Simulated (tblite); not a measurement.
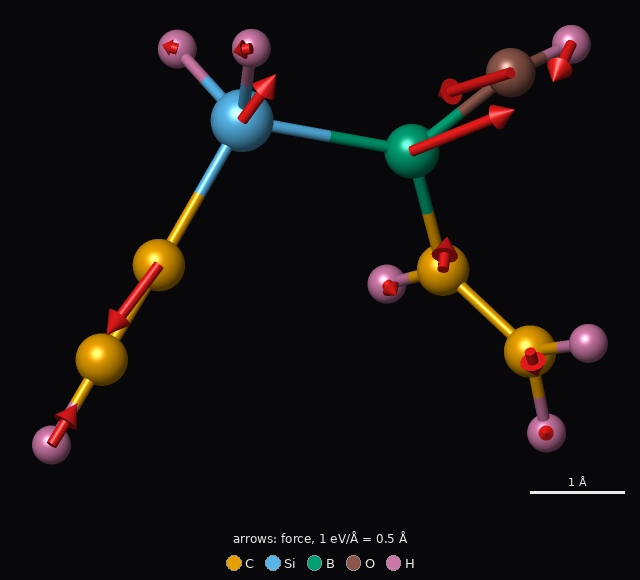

Starting geometry of C4H7BOSi with the computed forces as red arrows. A ball-and-stick model, seen at a tilt.

Method: GFN2-xTB geometry optimisation, gas phase (tblite 0.8.0). 

### Is this structure relaxed? If not, where do the atoms go?

It isn't relaxed: the largest force vector, on the B atom, is 2.71 eV/Å. The final displacements have little in common with the starting forces (cosine between the two patterns 0.23). An H atom moves most after the best rigid fit: 0.70 Å. By element the largest moves are H 0.70 Å, C 0.33 Å, O 0.15 Å, B 0.10 Å, Si 0.08 Å. Near-neighbour distances that change, for instance: B–O 1.470 → 1.339 Å, C–Si 1.819 → 1.860 Å, B–Si 1.943 → 1.976 Å, C–H 1.084 → 1.053 Å. Among the angles between lasting bonds that change: B–Si–H 106.4° → 116.2°, C–Si–H 109.8° → 104.1°, B–Si–H 108.7° → 113.8°. Groups turn about B–O by about 50°, B–C by about 20°. After 112 geometry steps the energy has fallen by 69.4 kJ/mol.
